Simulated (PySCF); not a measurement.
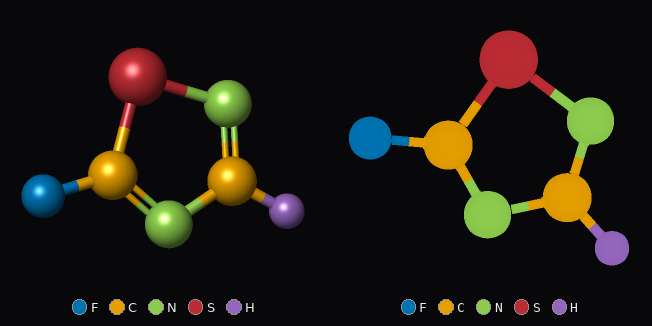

Both panels show the same species.

**What is the molecular formula?**

C₂HFN₂S, 7 atoms: 2 carbon, 1 hydrogen, 1 fluorine, 2 nitrogen and 1 sulfur.

**Describe its rings.**

Independent rings (smallest set): 1 of 5 members, 1 of them aromatic.

**Write the SMILES.**

Fc1ncns1

**How many atoms are distinct by symmetry?**

7: 1 F, 1 C, 1 N, 1 C, 1 N, 1 S, 1 H.

**Which point group does it belong to?**

Cs.

More results for the same structure follow; atom numbers are the same in all pictures, views and colours differ. Computed geometry: PBE0-D3(BJ)/def2-SVP optimisation. No frequency run is at hand to confirm it as a minimum.

**Shape**

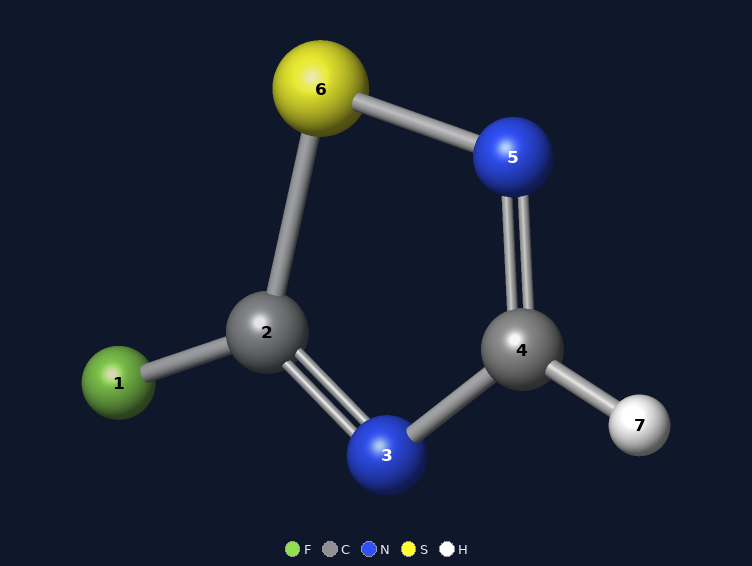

Atoms carry their numbers in the input. No frequency run is at hand to confirm it as a minimum.

Give these bond angles: F1–C2–N3, F1–C2–S6, N3–C2–S6, C2–N3–C4, N3–C4–N5, N3–C4–H7, N5–C4–H7, C4–N5–S6, C2–S6–N5.

```
   angle  degrees
F1–C2–N3    124.2
F1–C2–S6    122.1
N3–C2–S6    113.7
C2–N3–C4    107.6
N3–C4–N5    120.3
N3–C4–H7    120.0
N5–C4–H7    119.6
C4–N5–S6    107.8
C2–S6–N5     90.6
```

**Ring current**

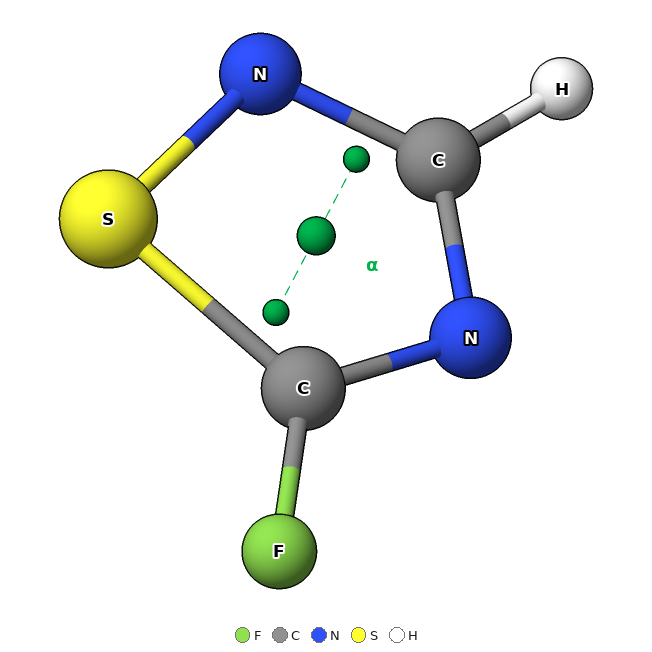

The small points mark where nucleus-independent chemical shifts (NICS) were computed: at the centre of each lettered ring and 1 Å above and below it. No frequency run is at hand to confirm it as a minimum. Level of theory: GIAO PBE0/pcSseg-1 NMR shielding, non-relativistic, IEF-PCM benzene (PySCF 2.14.0).

Give NICS(0), NICS(1) and the out-of-plane component NICS(1)zz for each ring (means of the two sides).

```json
{"ring": "α", "members": "C2N2S", "NICS(0)": "−12.1", "NICS(1)": "−10.5", "NICS(1)zz": "−25.2"}
```

Values in ppm.

**What do the values say about the ring currents?**

Ring α: diatropic, as in an aromatic ring. NICS is one index among several.

**NMR shielding**

The questions are on isotropic NMR shieldings of the N atoms. No frequency run is at hand to confirm it as a minimum. Level of theory: GIAO PBE0/pcSseg-1 NMR shielding, non-relativistic, IEF-PCM benzene (PySCF 2.14.0).

Give the isotropic NMR shieldings of the N atoms atom by atom.

```json
{"atom": "N3", "σ (ppm)": "−33.8"}
{"atom": "N5", "σ (ppm)": "−49.5"}
```

**Polarisability**

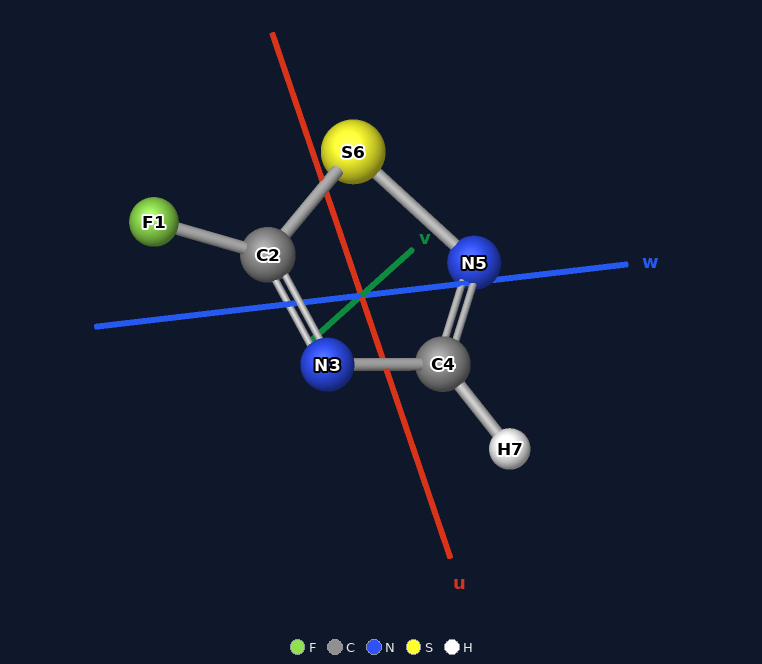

The lines u, v and w are the principal axes of the static dipole polarisability. No frequency run is at hand to confirm it as a minimum. Method: B3LYP/def2-SVPD in benzene (IEF-PCM) (PySCF 2.14.0).

**Along which axis is the molecule most polarisable, and along which least?**

Most along u (in the molecular plane, across the long direction F1···N5), least along v (normal to the molecular plane).

**Give the three principal values.**

u 74.5, v 38.9, w 66.2 bohr³; mean 59.9, anisotropy 32.3 bohr³.
